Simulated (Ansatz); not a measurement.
## Electronic structure of C2H5AlO in real space

Input file:

```
crystal:
  periodic: [false, false, false]
  atoms:
    - {symbol: C, position_ang: [0.570684, 1.345401, -0.537125]}
    - {symbol: C, position_ang: [0.076226, 0.038768, -0.066281]}
    - {symbol: O, position_ang: [0.533642, -1.027600, -0.557004]}
    - {symbol: Al, position_ang: [-0.791750, -1.478892, 0.775605]}
    - {symbol: H, position_ang: [1.337868, 1.245396, -1.308471]}
    - {symbol: H, position_ang: [0.956621, 1.903294, 0.321518]}
    - {symbol: H, position_ang: [-0.279288, 1.924010, -0.912083]}
    - {symbol: H, position_ang: [-0.158460, -2.024734, 2.117127]}
    - {symbol: H, position_ang: [-2.156945, -1.971942, 0.149615]}
basis:
  gaussian: {orbitals: def2-TZVPP}
hamiltonian: {xc: pbe0, dispersion: d4}
output: {orbitals: {seedname: orbitals}}
```

Run with:

```sh
ansatz run in.yaml --threads 2 --pin off --events-out ev --progress --plain --max-ram 4352MiB
```

Geometry: PBE0-D4/def2-TZVP.

Level of theory: Ansatz, RKS PBE0-D4/def2-TZVPP.

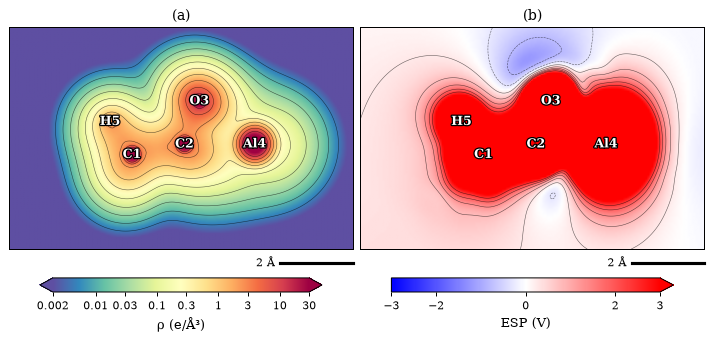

Figure 1. (a) electron density; (b) molecular electrostatic potential on the plane of atoms C2, O3 and Al4.

> What do the fields say about this system?

- The section cuts through C, O, Al and H sites.
- C–O (1.26 Å): the density is about 3 e/Å³ at the midpoint.
- C–C (1.47 Å): the density is about 1.9 e/Å³ at the midpoint.
- Al–O (1.93 Å): ρ at the midpoint is about 0.54 e/Å³.
- C–Al (1.94 Å): ρ is about 0.59 e/Å³ halfway.
- C–H (1.09 Å): the density is about 2 e/Å³ at the midpoint.
- Outside the dense part of the molecule the potential is most negative (−1.2 V) near O3.

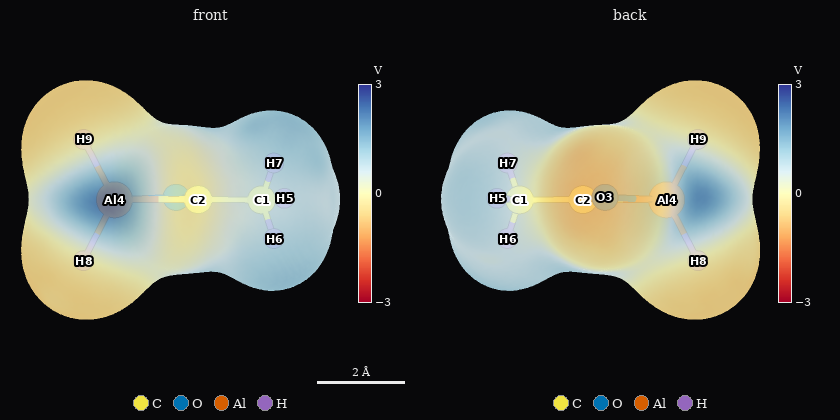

Figure 2. The molecular electrostatic potential painted on the density surface at 0.002 e/bohr³, seen from the front and from behind; the colour scale runs from red (negative) to blue (positive).

> Describe the electrostatic potential map.

The most negative region (about −1.0 V, or −23 kcal/mol for a unit charge) lies over O3, the most positive (about +2.1 V, or +48 kcal/mol for a unit charge) over Al4.

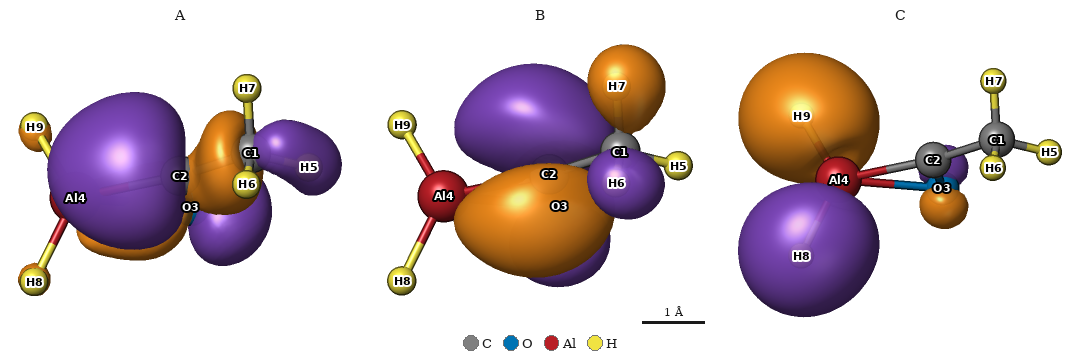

Figure 3. Three frontier orbitals at ±0.1 Å⁻³ᐟ² (orange and purple are the two phases), in no order.

> Which picture is the HOMO−1, the HOMO and the LUMO?

C is the HOMO−1 (−8.14 eV). It lies mainly on Al4 (about 35 %), H8 (about 30 %) and H9 (about 30 %). A is the HOMO (−7.20 eV). By Hirshfeld shares it lies mainly on C2 (about 35 %), O3 (about 30 %), Al4 (about 20 %) and C1 (about 10 %). B is the LUMO (−1.53 eV). It lies mainly on C2 (about 50 %), O3 (about 25 %) and C1 (about 10 %); π-antibonding (π*) across C2–O3.

> What is the HOMO–LUMO gap?

5.67 eV between the orbital energies.
